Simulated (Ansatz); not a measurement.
## Fields on a plane of AgBr (rock salt)

```
CELL_PARAMETERS angstrom
      0.00000     2.92043     2.92043
      2.92043     0.00000     2.92043
      2.92043     2.92043     0.00000
ATOMIC_POSITIONS crystal
  Br 0.00000 0.00000 0.00000
  Ag 0.50000 0.50000 0.50000
```

The slice is a {100} plane (indices of the conventional cell) through the point (0.500, 0.500, 0.500) (fractional), spanned by u = [100] and v = [0 1 -1] in vectors of this cell: u (4.13 Å) and v (4.13 Å, at 90° to u). It covers one period; positions are fractions (u, v).

Atoms on it: Br at (0.50, 0.50); Ag at (0.00, 0.00).

Calculation: PBE (plane waves to 420 eV, PAW, scalar-relativistic; Ansatz, a quantum-chemistry and plane-wave program). k mesh 10×10×10. Near the nuclei the fields are pseudised (PAW); where an atom keeps semicore shells as valence, they peak there. AgBr was relaxed with its symmetry unable to fall.

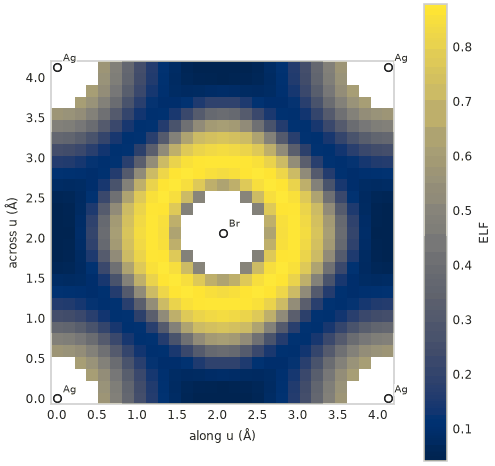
Figure. Electron localisation function (ELF), one period of the plane, atoms marked. Points within 0.5 Å of a nucleus are left white, as the pseudised field means little there.

```
|@@@%#*+-:..       ..:-+*#%@@|
|@@%%#*=-:..       ..:-=*#%%@|
|%%%#*+=-:...........:-=+*#%%|
|###*+=-::...........::-=+*##|
|***+=--:::::::::::::::--=+**|
|++==--::::::-----::::::--==+|
|----::::::---------::::::---|
|::::::::---=======---:::::::|
|.....:::-===+++++===-:::....|
|.....::--==+++++++==--::....|
|   ..::-==+++===+++==-::..  |
|   ..:--=+++==-==+++=--:..  |
|   ..:--=++==:::==++=--:..  |
|   ..:--=++=-: :-=++=--:..  |
|   ..:--=++==:::==++=--:..  |
|   ..:--=+++==-==+++=--:..  |
|   ..::-==+++===+++==-::..  |
|.....::--==+++++++==--::....|
|.....:::-===+++++===-:::....|
|::::::::---=======---:::::::|
|----::::::---------::::::---|
|++==--::::::-----::::::--==+|
|***+=--:::::::::::::::--=+**|
|###*+=-::...........::-=+*##|
|%%%#*+=-:...........:-=+*#%%|
|@@%%#*=-:..       ..:-=*#%%@|
|@@@%#*+-:..       ..:-+*#%@@|
|@@@%#*+-:..       ..:-+*#%@@|
```
Scale: ten equal steps from -1.34 (start of ' ') to 1.32 (end of '@'), in the order ' .:-=+*#%@'. Values: log₁₀ of the valence density in e/Å³. The map has 28 points along u (one character each, u = 0 at the left) and 28 along v (v = 0 in the bottom row). The scale is logarithmic, as a density can span decades between atoms and voids.

- Density on the Br–Ag line (2.92 Å) at its density minimum, 1.5 Å from Br = 0.20 e/Å³
- ELF at that point = 0.1
